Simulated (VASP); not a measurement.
Band structure of BaS (rock salt). Level of theory: PBE GGA with D4 dispersion, VASP's PBE PAW potentials (set 64) (plane waves; VASP 6.6.1).

Unless said otherwise, spin-orbit coupling is left out, though it shifts the bands of the heavy elements here.

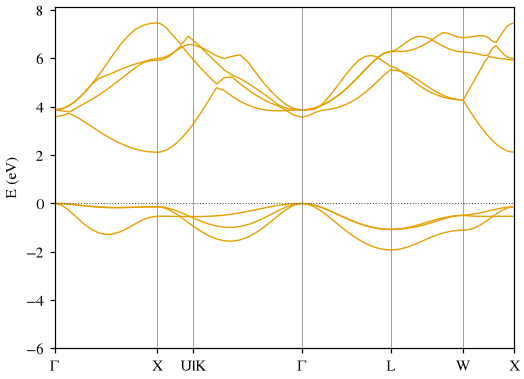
Fig. 1. Bands along high-symmetry lines, zero at the valence-band maximum or, without a gap, the Fermi level

Problem. Read the plot: is there a gap, and where are the band edges?

Solution. The gap is indirect, 2.12 eV, from the valence maximum at Γ to the conduction minimum at X. (Edges off the drawn lines would not show.)

The compound is BaS in the rock salt structure. It was relaxed first.
